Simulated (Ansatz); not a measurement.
# BH3OTe: ionisation energy by level of theory

Aim: the vertical ionisation energy of BH3OTe, as cation minus neutral at the neutral's geometry, on several levels, and how well −ε(HOMO) stands in for it.

Program: Ansatz 0.2.0, Gaussian basis. Level of theory: unrestricted cation, the program's frozen cores in correlated methods. These are calculated values, not measurements.

Plan: UKS PBE-D4/def2-TZVPP; UKS r2SCAN-D4/def2-TZVPP; UKS PBE0-D4/def2-TZVPP; UKS B3LYP-D4/def2-TZVPP; UKS wB97X-V/def2-TZVPP; UKS wB97M-V/def2-TZVPP; UKS B2PLYP/def2-TZVPP; UHF-CCSD(T)/def2-TZVPP; UHF-MP2/def2-QZVPP; extrapolation to the limit; then −ε(HOMO) from the neutral's earlier runs with LDA (SPW92), PBE-D4, revPBE-D4, BLYP-D4, r2SCAN-D4, B97M-V, PBE0-D4, B3LYP-D4, r2SCANh-D4, r2SCAN0-D4, HSE06-D4, BHLYP-D4, CAM-B3LYP-D4, LC-ωPBE, ωB97X-V, ωB97M-V.

## (1) Structure used throughout

All runs share one geometry, relaxed beforehand with PBE0-D4 in a triple-zeta def2 set. Te takes the def2 core potential; no spin-orbit term is included.

SMILES `OB[TeH]`, 6 atoms, charge 0, spin multiplicity 1.

Atoms are counted from 1 here; the program's logs count them from 0.

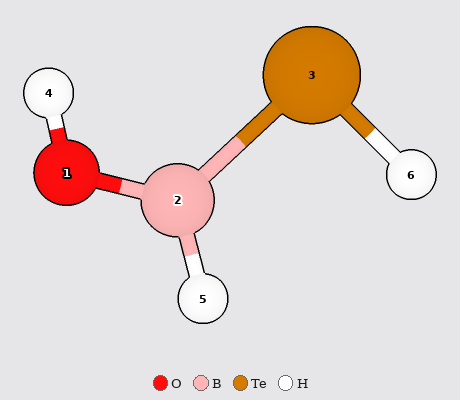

The geometry (oxygen red, boron pink, tellurium orange, hydrogen white); atoms are numbered from 1 in the order of the file.

## (2) Cation, UKS PBE-D4/def2-TZVPP

File in.yaml:

```yaml
crystal:
  periodic: [false, false, false]
  atoms:
    - {symbol: O, position_ang: [-0.993929, -0.411894, -1.206112]}
    - {symbol: B, position_ang: [0.082717, -0.252302, -0.411880]}
    - {symbol: Te, position_ang: [0.019898, 0.805167, 1.481525]}
    - {symbol: H, position_ang: [-1.816030, -0.027736, -0.892178]}
    - {symbol: H, position_ang: [1.120586, -0.717174, -0.771191]}
    - {symbol: H, position_ang: [1.628857, 0.539941, 1.753537]}
basis:
  gaussian: {orbitals: def2-TZVPP}
total_charge: 1
magnetization: {spin_polarized: true, initial_magnetization: 1}
hamiltonian: {xc: pbe, dispersion: d4}
```

Run with:

```
$ ansatz run in.yaml --threads 2 --pin off --events-out ev --progress --plain --max-ram 4352MiB
```

Further steps of the session: Cation, UKS r2SCAN-D4/def2-TZVPP; Cation, UKS PBE0-D4/def2-TZVPP; Cation, UKS B3LYP-D4/def2-TZVPP; Cation, UKS wB97X-V/def2-TZVPP; Cation, UKS wB97M-V/def2-TZVPP; Cation, UKS B2PLYP (frozen core)/def2-TZVPP; Cation, UHF-CCSD(T)/def2-TZVPP; Cation, UHF-MP2/def2-QZVPP.

Q: Predict the results of all the runs planned. Wanted: ionisation energy, CCSD(T)/CBS; nearest functional by difference; nearest −ε(HOMO); −ε(HOMO) of PBE; T1 of the cation.

The runs gave:

| quantity | value |
| --- | --- |
| ionisation energy, CCSD(T)/CBS | 9.10 eV |
| nearest functional by difference | B3LYP-D4 (-0.10 eV) |
| nearest −ε(HOMO) | LC-ωPBE (+0.12 eV) |
| −ε(HOMO) of PBE | 5.74 eV |
| T1 of the cation | 0.015 |

In words: Energy differences with functionals land within 0.22 eV of the reference. The PBE orbital energy is 3.4 eV too small: a semilocal HOMO is no ionisation energy. Among orbital estimates LC-ωPBE comes nearest. Hartree-Fock falls 1.11 eV short, as the neutral has more correlation energy than the cation. Correlated methods include outer-core shells of Te, which these sets cover unevenly. With outer-core shells in play the reference is unsure by up to some tenths of an eV, so close misses can't be ranked.
